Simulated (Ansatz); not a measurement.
# Nudged elastic band of SiH4O2

SiH4O2, computed with RKS B3LYP-D4/def2-SVP (Ansatz 0.2.0).

One setting was made poor on purpose. It belongs to a series of runs on one base structure; here: band between the two ends. Figures and captions count atoms from 1; the log counts them from 0 in places.

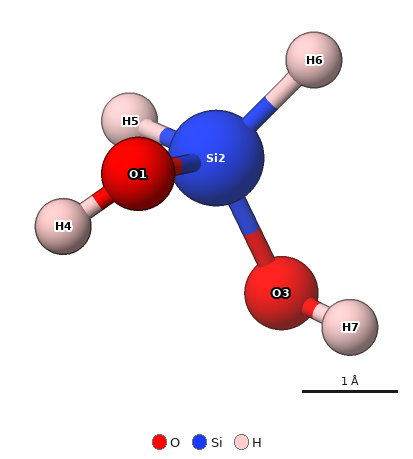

**Figure 1.** The structure as given in the input (ball-and-stick view, seen at a tilt; atoms are numbered from 1 in the order of the input).

## Key numbers

| quantity | value |
| --- | --- |
| outcome | converged |
| barrier, forward | 0.092 eV |
| barrier, backward | 0.029 eV |
| hardware | 1 thread of Arm Neoverse V1, 24 GiB of memory available, shared host |
| wall time | 58 s |
| peak memory | 0.12 GiB |

## Remarks

A deliberately poor setting: loose force. The order of the saddle point was not checked.

## Input file
```yaml
crystal:
  periodic: [false, false, false]
  atoms:
    - { symbol: O, position_ang: [-1.429753, -0.133901, 0.270618] }
    - { symbol: Si, position_ang: [0.121415, 0.414769, 0.014857] }
    - { symbol: O, position_ang: [1.197631, -0.807662, -0.330265] }
    - { symbol: H, position_ang: [-1.882901, -0.52445, -0.486611] }
    - { symbol: H, position_ang: [0.197408, 1.306801, -1.170938] }
    - { symbol: H, position_ang: [0.47153, 1.112347, 1.279177] }
    - { symbol: H, position_ang: [1.385971, -1.436004, 0.377462] }
basis:
  gaussian: { orbitals: def2-SVP }
hamiltonian:
  xc: b3lyp
  dispersion: d4
neb:
  order_check: false
  images: 5
  f_tol: 0.2
  max_iterations: 60
  initial_path: idpp
  final_atoms:
    - { symbol: O, position_ang: [-1.47189531, -0.07837953, 0.27691044] }
    - { symbol: Si, position_ang: [0.11573694, 0.40114808, 0.14777446] }
    - { symbol: O, position_ang: [1.211456, -0.83652814, 0.33820743] }
    - { symbol: H, position_ang: [-1.87704814, -0.52840906, -0.47285977] }
    - { symbol: H, position_ang: [0.3327946, 1.0416338, -1.18766018] }
    - { symbol: H, position_ang: [0.34480968, 1.32820208, 1.27415012] }
    - { symbol: H, position_ang: [1.40544723, -1.39576723, -0.42222249] }
```

Command:
```bash
ansatz run input.yaml --threads 1 --pin off --max-ram 2048MiB --backend cpu --events-out ev --progress --plain --runs-dir out
```

## The program's output
```
Engine: ansatz 0.2.0, aarch64-unknown-linux-gnu
Functional definition: B3LYP
  parameter a0 = 0.2
  parameter ax = 0.72
  parameter ac = 0.81
  exchange = (1 - a0 - ax)*slater_x + ax*b88_x + a0*exact_x
  correlation = (1 - ac)*vwn_rpa_c + ac*lyp_c
670 factors; integrals over basis functions are off by at most 4.0e-4 eV
mean field evaluation 1: about -12026.3399 eV, gradient 6.6e1 eV
mean field evaluation 2: about -12013.1513 eV, gradient 1.1e2 eV
mean field evaluation 4: about -12033.8100 eV, gradient 1.1e0 eV
mean field evaluation 8: about -12033.8115 eV, gradient 8.8e-3 eV
mean field -12033.81149116 eV, -442.2344154896 hartree, gradient 3.8e-5 eV, S^2 0.000000; 0 other end points of the search recorded, 0 dependent functions left out
the calculation of the forces begins
reference -12033.81169425 eV, -442.2344229532 hartree; 17, 17 occupied and 49, 49 virtual orbitals, 670 factors
670 factors; integrals over basis functions are off by at most 4.6e-4 eV
mean field evaluation 16: about -12033.6897 eV, gradient 4.6e0 eV
mean field -12033.74899105 eV, -442.2321186529 hartree, gradient 4.6e-5 eV, S^2 0.000000; 0 other end points of the search recorded, 0 dependent functions left out
[... from here on the field's lines of each further geometry are left out, up to the last ...]
NEB iter   1: max|band force component| = 5.647e-1 eV/Å  barrier→ = 0.2214 eV  barrier← = 0.1587 eV  Δτ_max = 0.0608 Å  (152 SCF iters)
NEB iter   2: max|band force component| = 4.305e-1 eV/Å  barrier→ = 0.1768 eV  barrier← = 0.1141 eV  CI = image 3  Δτ_max = 0.0496 Å  (116 SCF iters)
NEB iter   3: max|band force component| = 4.726e-1 eV/Å  barrier→ = 0.1597 eV  barrier← = 0.0970 eV  CI = image 3  Δτ_max = 0.0250 Å  (116 SCF iters)
NEB iter   4: max|band force component| = 4.739e-1 eV/Å  barrier→ = 0.1486 eV  barrier← = 0.0859 eV  CI = image 3  Δτ_max = 0.0502 Å  (117 SCF iters)
NEB iter   5: max|band force component| = 4.285e-1 eV/Å  barrier→ = 0.1245 eV  barrier← = 0.0618 eV  CI = image 3  Δτ_max = 0.1009 Å  (115 SCF iters)
the calculation of the forces begins
reference -12033.74606997 eV, -442.2320113055 hartree; 17, 17 occupied and 49, 49 virtual orbitals, 670 factors
670 factors; integrals over basis functions are off by at most 4.2e-4 eV
mean field evaluation 288: about -12033.7195 eV, gradient 1.6e-1 eV
mean field -12033.71950692 eV, -442.2310351313 hartree, gradient 1.9e-5 eV, S^2 0.000000; 1 other end points of the search recorded, 0 dependent functions left out
the calculation of the forces begins
reference -12033.71971179 eV, -442.2310426601 hartree; 17, 17 occupied and 49, 49 virtual orbitals, 670 factors
NEB iter   6: max|band force component| = 1.617e-1 eV/Å  barrier→ = 0.0917 eV  barrier← = 0.0290 eV  CI = image 3  Δτ_max = 0.0000 Å  (234 SCF iters)
```

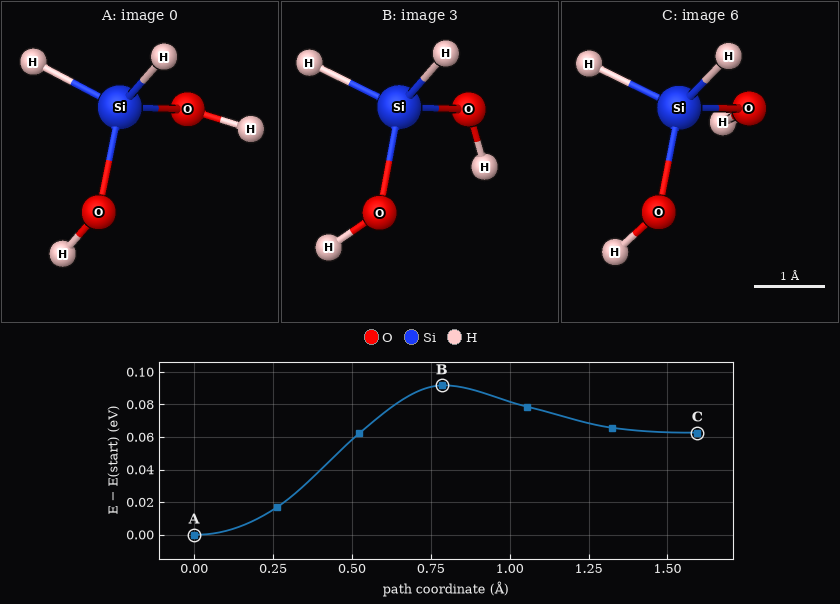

**Figure 2.** Images of the last band (counted from 0; ball-and-stick, seen at a tilt) above the energy along the path; the line is a cubic interpolation that uses the forces. The highest image is number 3, 0.092 eV above the start and 0.029 eV above the end (the climbing image); the end lies 0.063 eV above the start. The path is 1.59 Å long. The band converged in 6 iterations.

```
Total energy: -12033.87131836 eV, -442.2366140988 hartree
Atom 0 at    -1.342611    -0.251036     0.321765 Å, force     0.044619    -0.018088    -0.010841 eV/Å
Atom 1 at     0.149158     0.450254     0.068541 Å, force    -0.079065     0.009275     0.039562 eV/Å
Atom 2 at     1.370745    -0.671978     0.029326 Å, force     0.145612     0.083248    -0.022570 eV/Å
Atom 3 at    -1.830745    -0.551915    -0.452584 Å, force    -0.016095     0.007050    -0.012162 eV/Å
Atom 4 at     0.137673     1.211938    -1.215201 Å, force     0.003868    -0.019700    -0.011823 eV/Å
Atom 5 at     0.394620     1.357834     1.212892 Å, force     0.005774     0.006877     0.009339 eV/Å
Atom 6 at     1.182460    -1.613198    -0.010439 Å, force    -0.104714    -0.068662     0.008495 eV/Å
Dipole moment:    -0.215905    -0.299073    -0.291681 e Å
this run last wrote the band of iteration 6 to [file]
```

## The last band as extended XYZ (Å, eV, eV/Å)
```
7
Properties=species:S:1:pos:R:3:forces:R:3 image=0 energy=-12033.96280
O    -1.4298   -0.1339    0.2706    0.0081  -0.0024  -0.0067
Si    0.1214    0.4148    0.0149   -0.0049   0.0000  -0.0042
O     1.1976   -0.8077   -0.3303    0.0012  -0.0035   0.0087
H    -1.8829   -0.5244   -0.4866   -0.0033   0.0015   0.0065
H     0.1974    1.3068   -1.1709    0.0008   0.0033   0.0010
H     0.4715    1.1123    1.2792   -0.0016   0.0013  -0.0001
H     1.3860   -1.4360    0.3775   -0.0003  -0.0002  -0.0053
7
Properties=species:S:1:pos:R:3:forces:R:3 image=1 energy=-12033.94607
O    -1.3759   -0.1986    0.3028   -0.0106   0.0305  -0.0144
Si    0.1384    0.4397    0.0300    0.0172   0.0011   0.0105
O     1.2703   -0.7395   -0.2873   -0.0583  -0.0215  -0.0741
H    -1.8438   -0.5605   -0.4590   -0.0003  -0.0174  -0.0036
H     0.1720    1.3159   -1.1703    0.0043   0.0062  -0.0048
H     0.4442    1.2015    1.2679    0.0035  -0.0369   0.0196
H     1.2560   -1.5266    0.2703    0.0442   0.0380   0.0668
7
Properties=species:S:1:pos:R:3:forces:R:3 image=2 energy=-12033.90047
O    -1.3378   -0.2518    0.3184   -0.0240  -0.0211  -0.0501
Si    0.1483    0.4484    0.0451    0.1148   0.0110   0.0908
O     1.3527   -0.6857   -0.1533   -0.0917   0.0055  -0.1470
H    -1.8357   -0.5533   -0.4501   -0.0038  -0.0234  -0.0055
H     0.1433    1.2784   -1.1911   -0.0018   0.0000  -0.0049
H     0.4077    1.2835    1.2441    0.0035  -0.0083   0.0113
H     1.1829   -1.5877    0.1412    0.0030   0.0363   0.1053
7
Properties=species:S:1:pos:R:3:forces:R:3 image=3 energy=-12033.87111
O    -1.3426   -0.2510    0.3218    0.0446  -0.0181  -0.0108
Si    0.1492    0.4503    0.0685   -0.0791   0.0093   0.0396
O     1.3707   -0.6720    0.0293    0.1456   0.0832  -0.0226
H    -1.8307   -0.5519   -0.4526   -0.0161   0.0070  -0.0122
H     0.1377    1.2119   -1.2152    0.0039  -0.0197  -0.0118
H     0.3946    1.3578    1.2129    0.0058   0.0069   0.0093
H     1.1825   -1.6132   -0.0104   -0.1047  -0.0687   0.0085
7
Properties=species:S:1:pos:R:3:forces:R:3 image=4 energy=-12033.88413
O    -1.3480   -0.2543    0.3268   -0.0081  -0.0558  -0.0134
Si    0.1513    0.4300    0.0895    0.1032   0.0446   0.0812
O     1.3789   -0.6912    0.2073   -0.1603   0.0172  -0.0135
H    -1.8590   -0.4823   -0.4572   -0.0319   0.0043  -0.0077
H     0.1570    1.1013   -1.2470    0.0068  -0.0292  -0.0077
H     0.3925    1.3962    1.1829    0.0178   0.0308  -0.0142
H     1.1887   -1.5677   -0.1480    0.0726  -0.0119  -0.0248
7
Properties=species:S:1:pos:R:3:forces:R:3 image=5 energy=-12033.89713
O    -1.4072   -0.1531    0.3366   -0.0113  -0.0135  -0.0037
Si    0.1401    0.4159    0.1066    0.0202   0.0145   0.0413
O     1.3059   -0.7537    0.3125   -0.0534   0.0086  -0.0265
H    -1.8885   -0.4788   -0.4318   -0.0099   0.0048  -0.0046
H     0.2264    1.0116   -1.2637    0.0065  -0.0241  -0.0038
H     0.4044    1.4095    1.1671    0.0111   0.0098  -0.0002
H     1.2802   -1.5194   -0.2730    0.0368  -0.0002  -0.0025
7
Properties=species:S:1:pos:R:3:forces:R:3 image=6 energy=-12033.90010
O    -1.4643   -0.0653    0.3167    0.0001  -0.0013  -0.0005
Si    0.1259    0.3956    0.1550    0.0006   0.0011  -0.0010
O     1.2085   -0.8615    0.2832    0.0011   0.0003  -0.0003
H    -1.8966   -0.4904   -0.4324   -0.0012   0.0006   0.0001
H     0.3149    1.0669   -1.1695   -0.0006   0.0007   0.0006
H     0.3996    1.2903    1.2974    0.0001  -0.0001   0.0001
H     1.3732   -1.4037   -0.4962   -0.0002  -0.0013   0.0010
```
